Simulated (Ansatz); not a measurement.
# SiNH4O2 (SMILES N[Si](O)O): UB3LYP/6-31G(d) (spherical functions)

What is the electronic atomisation energy of SiNH4O2 at UB3LYP/6-31G* (spherical functions)? 

The calculation is run with Ansatz 0.2.0.

68 further runs of the same task are left out: 68 set aside as unsound or not needed.

**1. Starting point**

SiNH4O2 has 8 atoms, charge 0, and is taken as a doublet. SMILES: `N[Si](O)O`. The coordinates come from a PBE0-D4/def2-TZVP relaxation. This is one conformer, not always the lowest.

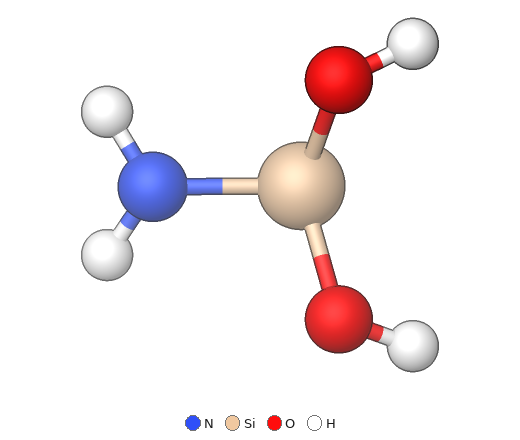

The structure, seen from a chosen angle (nitrogen blue, silicon light orange, oxygen red, hydrogen white).

**2. A single-point energy at UB3LYP/6-31G(d) (spherical functions)**

File run.yaml:

```yaml
crystal:
  periodic: [false, false, false]
  atoms:
    - {symbol: "N", position_ang: [-0.498000, 1.267000, 0.129300]}
    - {symbol: Si, position_ang: [0.096000, -0.243600, -0.376000]}
    - {symbol: O, position_ang: [1.641600, -0.288300, 0.202600]}
    - {symbol: O, position_ang: [-0.956500, -1.334700, 0.277900]}
    - {symbol: H, position_ang: [0.071200, 2.094000, 0.065100]}
    - {symbol: H, position_ang: [-1.483600, 1.467400, 0.110500]}
    - {symbol: H, position_ang: [2.250900, -0.848000, -0.280900]}
    - {symbol: H, position_ang: [-1.029400, -2.171000, -0.184200]}
basis:
  gaussian:
    orbitals: 6-31G_st_-spherical.json
magnetization:
  spin_polarized: true
  initial_magnetization: 1
hamiltonian:
  xc: {name: B3LYP}
accuracy: high
output: {orbitals: {seedname: orbitals}}
```

The basis set 6-31G* is read from a file made from the Basis Set Exchange's data (not shown).

Command:

```sh
$ ansatz run run.yaml --threads 1 --pin off --max-ram 3480MiB --events-out events.jsonl --progress --plain --runs-dir runs
```

Output:

```text
Warning: RAYON_NUM_THREADS=1 ignored (pool sized by the plan → 1); use --threads N
Functional definition: B3LYP
  name "B3LYP"
  parameter a0 = 0.2
  parameter ax = 0.72
  parameter ac = 0.81
  exchange = (1 - a0 - ax)*slater_x + ax*b88_x + a0*exact_x
  correlation = (1 - ac)*vwn_rpa_c + ac*lyp_c
1522 factors; integrals over basis functions are off by at most 3.6e-9 eV
mean field evaluation 1: about -13514.6711 eV, gradient 6.0e1 eV
mean field evaluation 2: about -13492.4048 eV, gradient 9.3e1 eV
mean field evaluation 4: about -13527.7204 eV, gradient 2.2e0 eV
mean field evaluation 8: about -13527.9308 eV, gradient 2.1e-1 eV
mean field evaluation 16: about -13527.9310 eV, gradient 4.6e-5 eV
mean field -13527.93099764 eV, -497.1422946022 hartree, gradient 2.1e-8 eV, S^2 0.751695; 0 other end points of the search recorded, 0 dependent functions left out
reference -13527.93103350 eV, -497.1422959203 hartree; 21, 20 occupied and 47, 48 virtual orbitals, 1522 factors
Total energy: -13527.93103350 eV, -497.1422959203 hartree
```

It took 9.9 s on 1 thread of Arm Neoverse V1, shared host; peak memory 0.29 GiB.

**3. The H atom**

File in.yaml:

```yaml
crystal:
  periodic: [false, false, false]
  atoms:
    - {symbol: H, position_ang: [0.000000, 0.000000, 0.000000]}
basis:
  gaussian:
    orbitals: "6-31G*"
hamiltonian:
  xc: {name: B3LYP}
accuracy: high
magnetization:
  spin_polarized: true
  initial_magnetization: 1
```

Run the same way, it converges to -0.50027 Eh (log not shown).

**4. The N atom at the same level**

File input.yaml:

```yaml
crystal:
  periodic: [false, false, false]
  atoms:
    - {symbol: N, position_ang: [0.000000, 0.000000, 0.000000]}
basis:
  gaussian: {orbitals: 6-31G_st_-spherical.json}
hamiltonian: {xc: {name: B3LYP}}
magnetization: {spin_polarized: true, initial_magnetization: 3}
accuracy: high
total_charge: 0
```

The basis set 6-31G* is read from a file made from the Basis Set Exchange's data (not shown).

Run the same way, it converges to -54.58288 Eh (log not shown).

**5. The O atom**

File job.yaml:

```yaml
crystal:
  periodic: [false, false, false]
  atoms:
    - {symbol: O, position_ang: [0.000000, 0.000000, 0.000000]}
basis:
  gaussian: {orbitals: 6-31G_st_-spherical.json}
magnetization: {spin_polarized: true, initial_magnetization: 2}
hamiltonian: {xc: {name: B3LYP}}
accuracy: high
```

The basis set 6-31G* is read from a file made from the Basis Set Exchange's data (not shown).

Run the same way, it converges to -75.05940 Eh (log not shown).

**6. The Si atom at the same level**

File molecule.yaml:

```yaml
basis:
  gaussian: {orbitals: 6-31G_st_-spherical.json}
crystal:
  periodic: [false, false, false]
  atoms:
    - {symbol: Si, position_ang: [0.000000, 0.000000, 0.000000]}
accuracy: high
hamiltonian: {xc: {name: B3LYP}}
magnetization: {spin_polarized: true, initial_magnetization: 2}
```

The basis set 6-31G* is read from a file made from the Basis Set Exchange's data (not shown).

Run the same way, it converges to -289.36979 Eh (log not shown).

**7. Outcome**

Level: UB3LYP/6-31G* (spherical functions).

```
                                    quantity          value
                      molecule: total energy  -497.14230 Eh
molecule: HOMO energy (highest over α and β)       -4.74 eV
 molecule: LUMO energy (lowest over α and β)       -1.75 eV
                              molecule: ⟨S²⟩          0.752
                        H atom: total energy    -0.50027 Eh
                                H atom: ⟨S²⟩          0.750
                        N atom: total energy   -54.58288 Eh
                                N atom: ⟨S²⟩          3.752
                        O atom: total energy   -75.05940 Eh
                                O atom: ⟨S²⟩          2.002
                       Si atom: total energy  -289.36979 Eh
                               Si atom: ⟨S²⟩          2.002
               electronic atomisation energy      29.109 eV
```

**Reading.** Taking the molecule apart into free atoms costs 29.11 eV (2809 kJ/mol), before zero-point energy and without spin-orbit coupling.
